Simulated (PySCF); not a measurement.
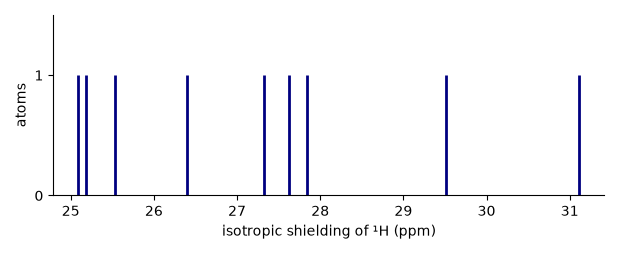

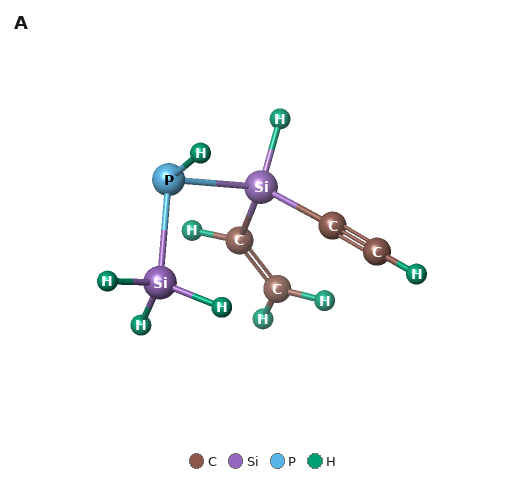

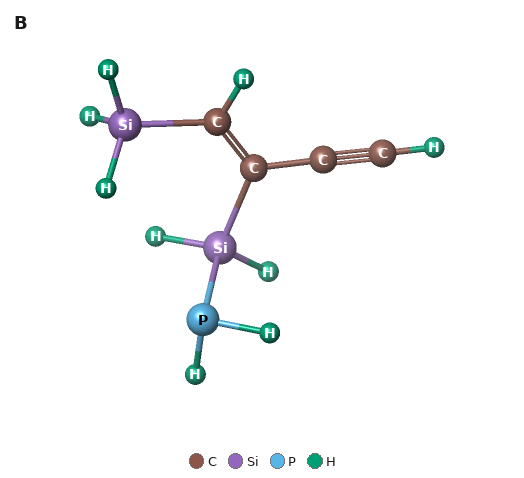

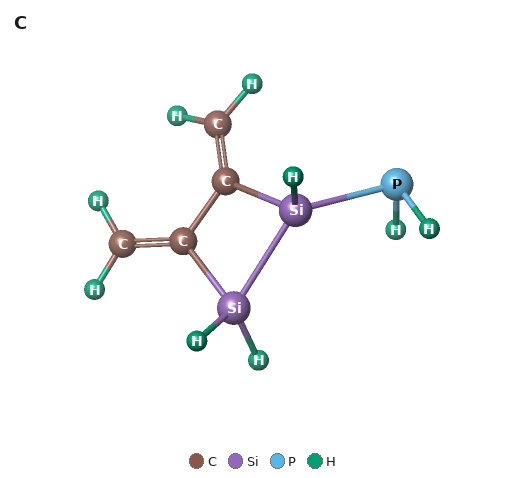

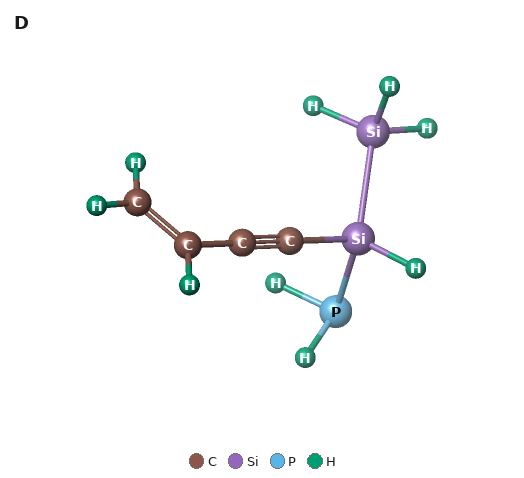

The sticks are computed shieldings of one of the molecules, for one fixed geometry (GFN2-xTB) without averaging over rotations. Low shielding means a high chemical shift. Method: GIAO PBE0/pcSseg-1 NMR shielding, non-relativistic, gas phase (PySCF 2.14.0).

Which molecule gives this pattern?

A, `C#C[Si@@H](C=C)P[SiH3]`. Its 9 H atoms give lines at 25.09, 25.18, 25.53, 26.40, 27.33, 27.63, 27.85, 29.51, 31.12 ppm.

The geometry is semi-empirical. Around P, Si such bond lengths and angles can be off by a tenth of an ångström or more and by several degrees, and values that hang on the shape move with them.
